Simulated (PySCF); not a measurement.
System: C5H10ClNSi.

Input file:

```
{"job": {"kind": "nmr", "xc": "PBE0", "basis": "pcSseg-1"}, "charge": 0, "multiplicity": 1}
C     -2.791442     0.611562    -0.496976
C     -1.675717     0.277873     0.485473
C     -0.358290    -0.015657    -0.235358
Si     1.071528    -0.433188     0.944613
Cl     0.683847    -2.148265     1.950070
C      2.674647    -0.745133    -0.071255
C      3.042381     0.417932    -0.814253
N      3.313671     1.362215    -1.400501
H     -3.716439     0.823381     0.033678
H     -2.968253    -0.221939    -1.173351
H     -2.528444     1.485087    -1.089558
H     -1.535685     1.116491     1.170320
H     -1.964914    -0.590023     1.081736
H     -0.522742    -0.838923    -0.936521
H     -0.086359     0.851281    -0.841008
H      1.322142     0.632179     1.915305
H      3.498000    -1.005993     0.595353
H      2.533310    -1.572562    -0.769412
```

Launched as:

```sh
OMP_NUM_THREADS=1 python probes_run.py task.json out
```

Geometry: GFN2-xTB.

Computed with PBE0/pcSseg-1, SCF density, gas phase, non-relativistic in PySCF 2.14.0.

Q: What can the converged electron density and electron localisation function tell about the bonding?

A: C–Si (1.90 Å): the density is about 0.94 e/Å³ at the midpoint; the ELF peaks at about 0.95 between the atoms (a shared electron pair).
C–H (1.09 Å): the density is about 2 e/Å³ at the midpoint; the ELF climbs to about 1 towards the hydrogen, as it does in any bond to H (an ordinary covalent bond to hydrogen).
C–C (1.52 Å): ρ at the midpoint is about 1.6 e/Å³; the ELF peaks at about 0.95 between the atoms: localised, covalent bonding.

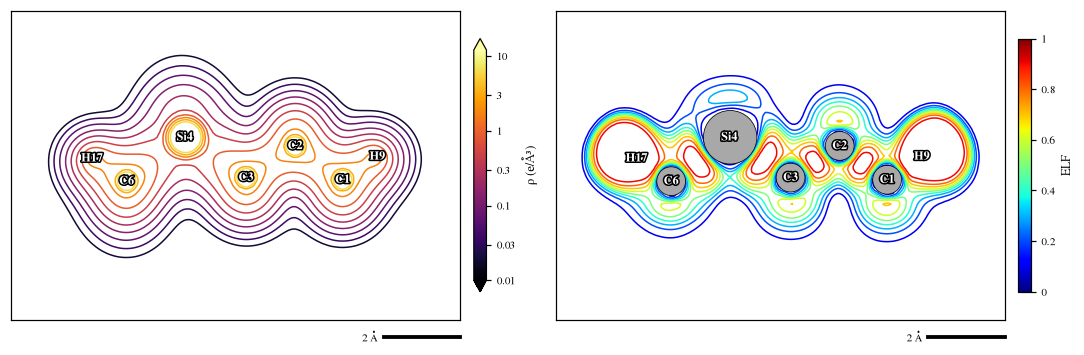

Computed electron density and electron localisation function on the plane of atoms Si4, C6 and H17, in this order. Grey discs cover the atomic cores in the ELF map. 
